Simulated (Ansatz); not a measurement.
# C$_{2}$H$_{9}$NOSi$_{2}$ (SMILES NC1(O)C[SiH]1[SiH3]): what the fields show

Input

```
crystal:
  periodic: [false, false, false]
  atoms:
    - { symbol: "N", position_ang: [0.8312, -1.5905, -1.6313] }
    - { symbol: C, position_ang: [0.3449, -0.8659, -0.4429] }
    - { symbol: O, position_ang: [-0.3902, -1.7353, 0.4176] }
    - { symbol: C, position_ang: [1.3632, 0.0753, 0.2167] }
    - { symbol: Si, position_ang: [-0.216, 0.8855, -0.5815] }
    - { symbol: Si, position_ang: [-1.6311, 1.7271, 0.9931] }
    - { symbol: H, position_ang: [1.796, -1.55827, -1.72364] }
    - { symbol: H, position_ang: [0.39368, -1.17939, -2.43548] }
    - { symbol: H, position_ang: [0.2663, -2.2678, 0.9852] }
    - { symbol: H, position_ang: [2.2173, 0.3246, -0.2517] }
    - { symbol: H, position_ang: [1.3039, 0.1156, 1.3208] }
    - { symbol: H, position_ang: [0.2909, 1.7683, -1.6553] }
    - { symbol: H, position_ang: [-2.9083, 2.2975, 0.3502] }
    - { symbol: H, position_ang: [-2.0848, 0.703, 2.0075] }
    - { symbol: H, position_ang: [-0.9918, 2.8034, 1.761] }
basis:
  gaussian: { orbitals: def2-SVP }
hamiltonian:
  xc: lda
relax:
  f_tol: 0.015
  max_steps: 40
output:
  orbitals: {}
```

Command:

```sh
ansatz run input.yaml --threads 2 --pin off --max-ram 3072MiB --backend cpu --events-out ev --progress --plain --runs-dir out
```

The fields are those of the relaxed geometry.

Theory: RKS LDA/def2-SVP (Ansatz).

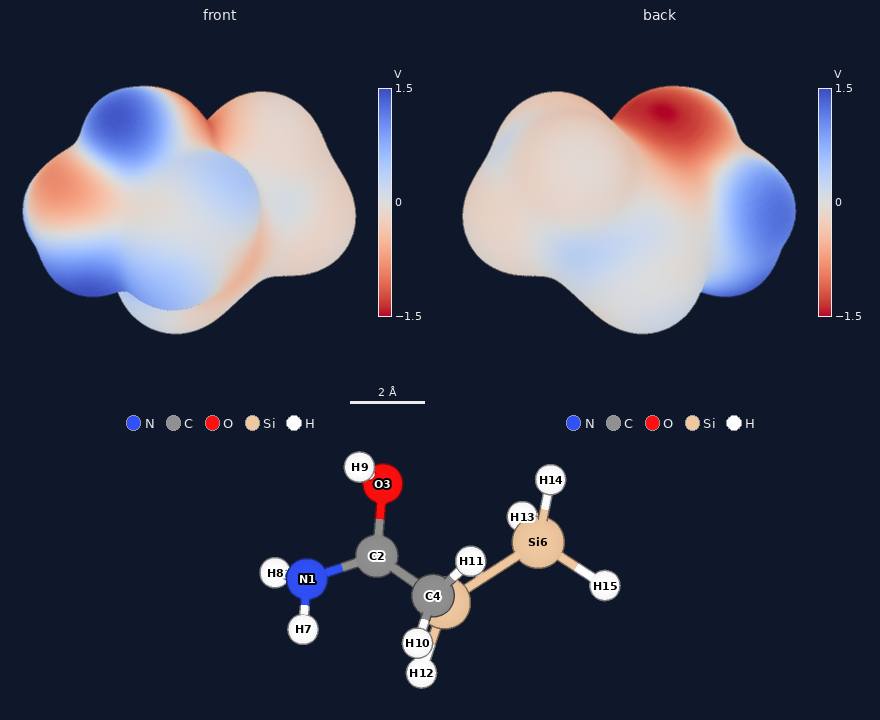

Figure 1. The molecular electrostatic potential painted on the density surface at 0.001 e/bohr³, seen from the front and from behind; red is negative and blue positive. The bare structure is drawn below in the same view.

Which sites attract a positive test charge, and which a negative one?

A positive charge is drawn to the negative regions and a negative charge to the positive ones. The most negative region (about −1.4 V) lies over O3, the most positive (about +1.4 V) over H7 and H9. O3 is the likeliest acceptor of a hydrogen bond.

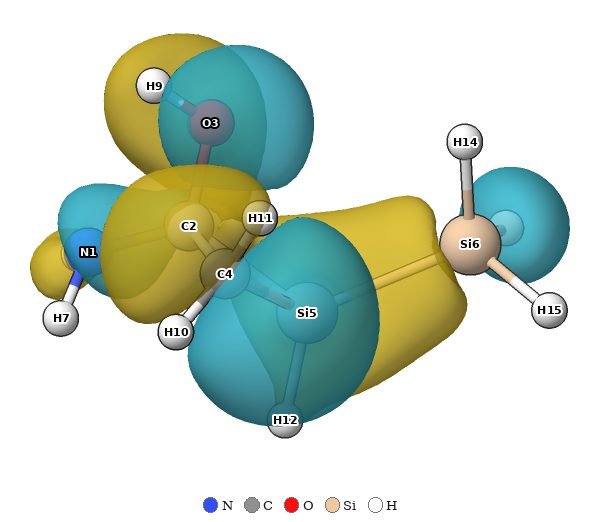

Figure 2. The HOMO−1 at ±0.06 Å⁻³ᐟ² (yellow and cyan are the two phases), seen across its widest extent.

Where does this orbital lie, and at what energy?

It lies mainly on O3 (about 35 %), C4 (about 25 %), Si5 (about 15 %) and C2 (about 10 %). Its energy is −6.13 eV.

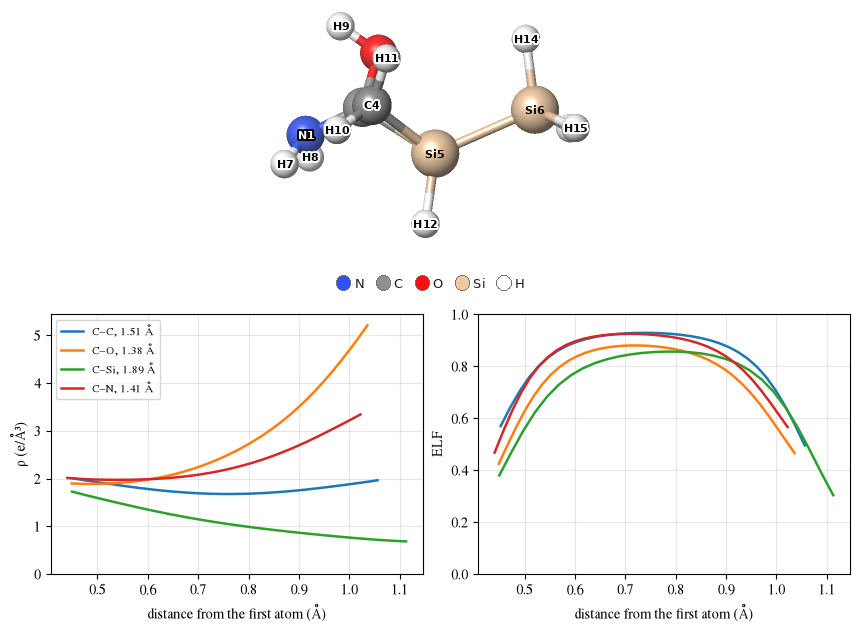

Figure 3. Total electron density and electron localisation function along straight lines between neighbouring atoms. The curves leave out the atomic cores. The structure is drawn too.

What kind of bonding do the profiles show?

C–C (1.51 Å): the density is about 1.7 e/Å³ at the midpoint; the ELF peaks at about 0.95 between the atoms (a covalent bond).
C–O (1.38 Å): the density is about 2.2 e/Å³ at the midpoint, with its minimum of 1.9 e/Å³ about 0.5 Å from C; the ELF peaks at about 0.90 between the atoms (a polar covalent bond).
C–Si (1.89 Å): the density is about 0.82 e/Å³ at the midpoint; the ELF peaks at about 0.85 between the atoms (localised, covalent bonding).
C–N (1.41 Å): ρ is about 2.1 e/Å³ halfway; the ELF peaks at about 0.95 between the atoms; localised, covalent bonding.
